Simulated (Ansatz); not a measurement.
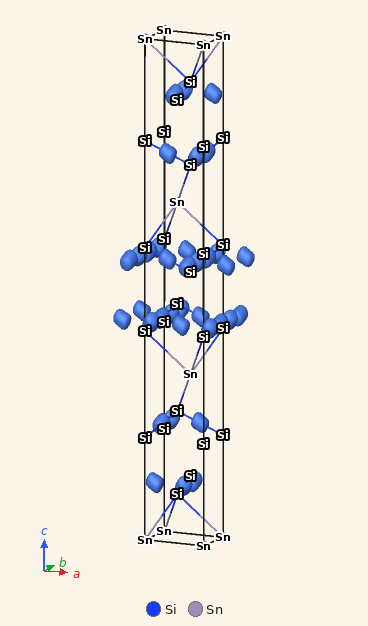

The picture shows: Si4Sn. Isosurface of the ELF at 0.85 (blue), seen slightly off an axis. Core shells and regions of very low density are left out. Sticks mark near contacts.

Space group R-3m; a structure generated by program, which may or may not match a known phase.

Method: DFT PBE, scalar-relativistic, plane waves, PAW (Ansatz 0.2.0).

In a PAW calculation such maps are meaningful between the atoms, not at the nuclei.

Where are the electrons localised?

Answer. At this value the surface marks out 18 regions between bonded Si–Si atoms, counted in one cell of 15 atoms. Any copies at cell faces, edges or corners count once.

Values along the shortest contacts:
Si–Si (2.42 Å): the ELF peaks at about 0.90 between the atoms. Si–Sn (2.93 Å): the ELF peaks at about 0.75 in the valence shell of Si, 1.0 Å from its nucleus, and is about 0.50 at the midpoint.
